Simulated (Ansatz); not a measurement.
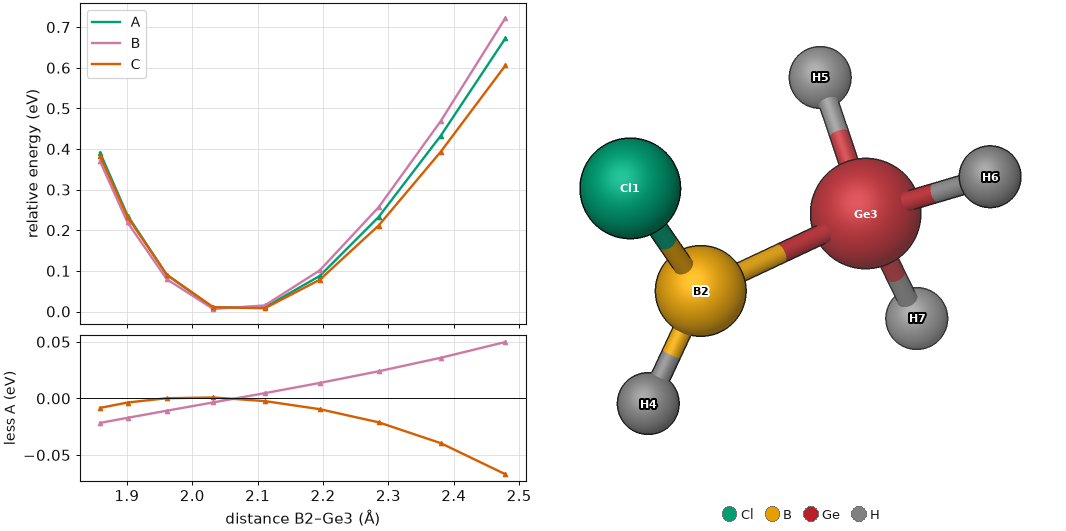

Rigid scan of the stretch B2–Ge3 in BGeH₄Cl, SMILES Cl[BH][GeH3], singlet. The Ansatz code 0.2.0, def2-TZVPP, cores frozen in correlated methods. A stretch is scanned from the minimum (PBE0-D4/def2-TZVP); energies less that of the minimum at the same level. On heavy atoms the filled d shell below the valence is correlated. Straight lines join the computed points.

**The curves are B3LYP-D4, CCSD(T) and MP2. Which is which?**

A: CCSD(T) (0.673 eV at 2.48 Å); B: MP2 (0.723 eV at 2.48 Å); C: B3LYP-D4 (0.606 eV at 2.48 Å).

Known limits of this run: no scalar relativity up to krypton.
